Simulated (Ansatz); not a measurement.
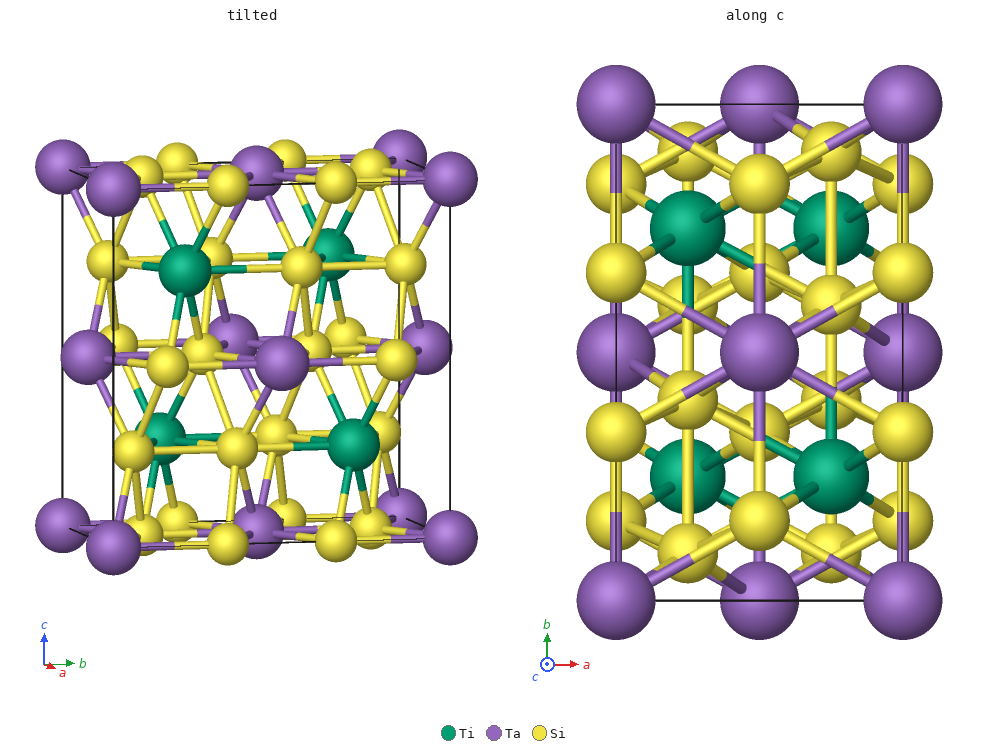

Drawn in the ball-and-stick manner and seen slightly off an axis and along the c axis. The lines enclose the conventional unit cell; boundary atoms appear with their images.

TaTiSi4, space group F222 (No. 22), a = 4.813 Å, b = 8.328 Å, c = 8.635 Å, α = 90.00°, β = 90.00°, γ = 90.00°. It goes back to a structure type filled with these elements by a generator (whether the compound takes this form wasn't checked). Earlier steps of the study, as a rule a relaxation of our own, may have changed the cell and positions, so they can lie some per cent off the listed ones. It was run through Ansatz as a DFT input.

This one geometry was computed with Ansatz (DFT, plane waves, PAW) at four levels of theory: PBE with spin-orbit coupling, PBEsol, PBE and r2SCAN.

Q: Which level gives the highest pressure at this volume, and what does that say about its equilibrium volume?

A: Highest: PBE with spin-orbit coupling (-0.1 GPa) and PBE (0.0 GPa), which points to the largest equilibrium volume. Lowest, with the smallest volume: PBEsol (-4.3 GPa). Levels within 0.5 GPa of each other can't be told apart.

Q: How does the band gap change with the level of theory?

A: All levels give a metal.

Q: Collect the results in a table.

A:
| level | cutoff (eV) | k-mesh of the run's cell | gap (eV) | pressure (GPa) |
| --- | --- | --- | --- | --- |
| PBE with spin-orbit coupling | 420 | 10×10×10 | metal | -0.1 |
| PBEsol | 420 | 10×10×10 | metal | -4.3 |
| PBE | 420 | 10×10×10 | metal | 0.0 |
| r2SCAN | 500 | 10×10×10 | metal | -2.8 |

Gaps are taken on the k-mesh or band path of each run.
